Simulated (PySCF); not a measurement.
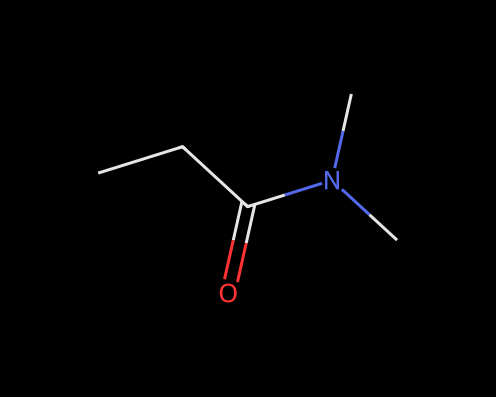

Question: Transcribe the drawing into SMILES.

Answer: CCC(=O)N(C)C

Question: What is the molecular formula?

Answer: C5H11NO.

The parts below concern this one geometry. Atoms keep their numbers from picture to picture. Computed geometry: PBE0-D3(BJ)/def2-SVP optimisation. No frequency run is at hand to confirm it as a minimum.

**NMR shielding**

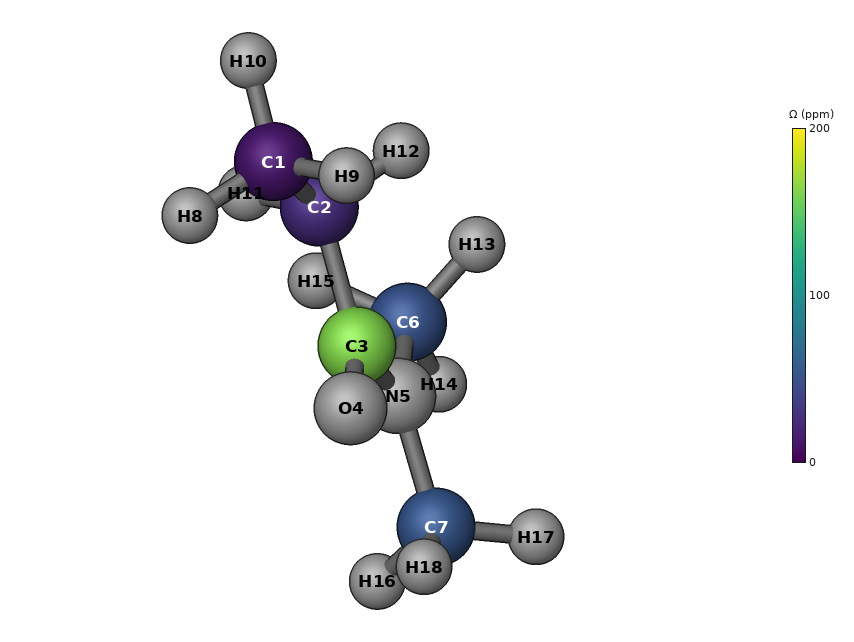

The C atoms are coloured by the span of their shielding tensor. No frequency run is at hand to confirm it as a minimum. Properties computed with GIAO PBE0/pcSseg-1 NMR shielding, non-relativistic, gas phase (PySCF 2.14.0). Principal shieldings σ11 ≤ σ22 ≤ σ33, span Ω = σ33 − σ11, skew κ = 3(σiso − σ22)/Ω.

Question: Which C atom has the most anisotropic shielding?

Answer: C3, with a span of 162 ppm.

Give the shielding tensors of the C atoms.

| atom | σ11 | σ22 | σ33 | σiso | Ω | κ |
| --- | --- | --- | --- | --- | --- | --- |
| C1 | 168.3 | 172.0 | 181.6 | 174.0 | 13.3 | 0.45 |
| C2 | 147.0 | 148.2 | 173.1 | 156.1 | 26.1 | 0.91 |
| C3 | −74.6 | 18.1 | 87.8 | 10.4 | 162.4 | −0.14 |
| C6 | 129.9 | 134.1 | 182.2 | 148.7 | 52.3 | 0.84 |
| C7 | 128.6 | 140.3 | 183.1 | 150.7 | 54.5 | 0.57 |

Shieldings and span in ppm.

**Bond orders**

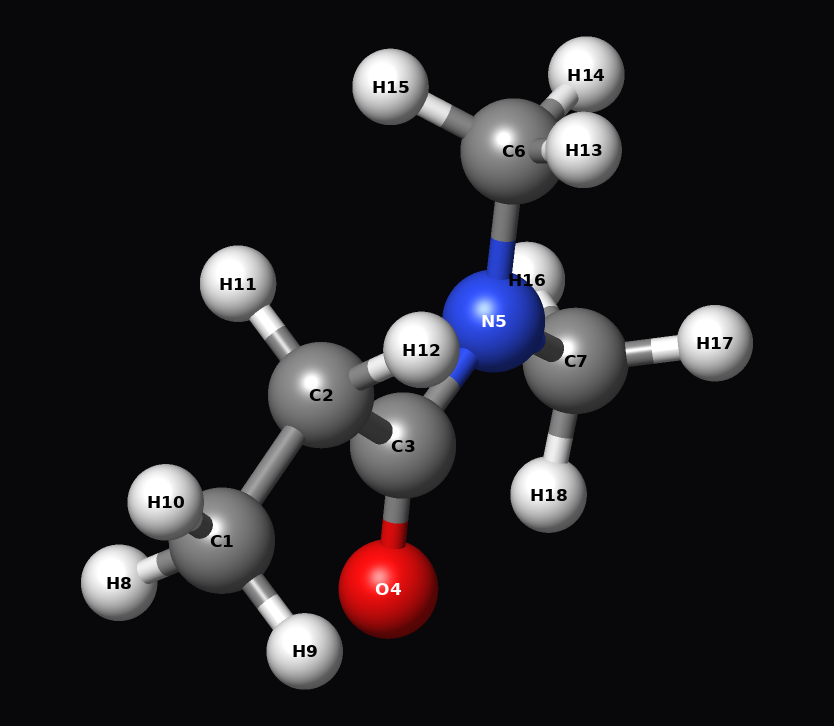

Every bond is drawn as one stick. No frequency run is at hand to confirm it as a minimum. Method: PBE0/pcSseg-1 (PySCF 2.14.0).

List the Mayer bond orders of C1–C2, C2–C3, C3–O4, C3–N5, N5–C6, N5–C7 (bonds between heavy atoms, one of each equivalent set). Atoms whose distances differ by more than 0.02 Å in this geometry are listed apart.

```csv
bond,Mayer order,length (Å)
C1–C2,1.07,1.515
C2–C3,0.97,1.519
C3–O4,1.89,1.218
C3–N5,1.10,1.370
N5–C6,0.94,1.443
N5–C7,0.94,1.443
```

**Spin–spin coupling**

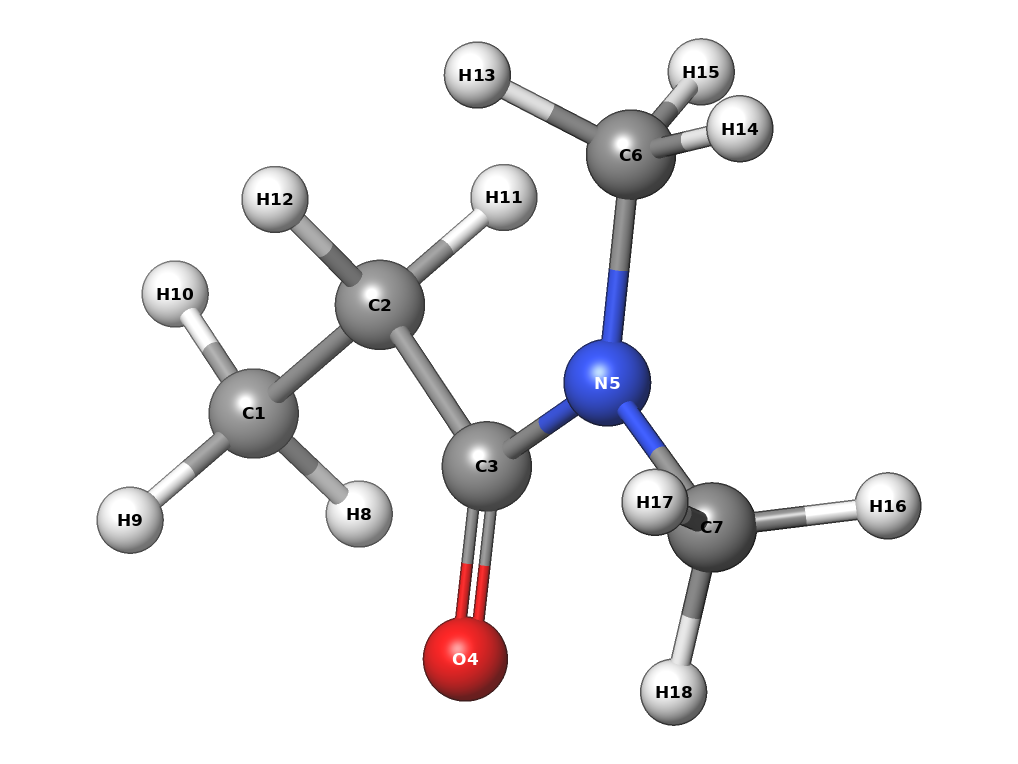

No frequency run is at hand to confirm it as a minimum. Level of theory: B3LYP/pcJ-1 indirect spin-spin coupling, non-relativistic, gas phase (PySCF 2.14.0). Isotopes: 13C, 1H, 15N, 17O.

Give the spin–spin coupling constants of these pairs, with the number of bonds between them: C3/N5, N5/C7, N5/C6, C2/N5, O4/N5, N5/H14, N5/H18.

| pair | bonds apart | J (Hz) |
| --- | --- | --- |
| C3, N5 | 1 | −15.4 |
| N5, C7 | 1 | −14.4 |
| N5, C6 | 1 | −13.5 |
| C2, N5 | 2 | −8.6 |
| O4, N5 | 2 | −0.6 |
| N5, H14 | 2 | 0.6 |
| N5, H18 | 2 | 0.9 |
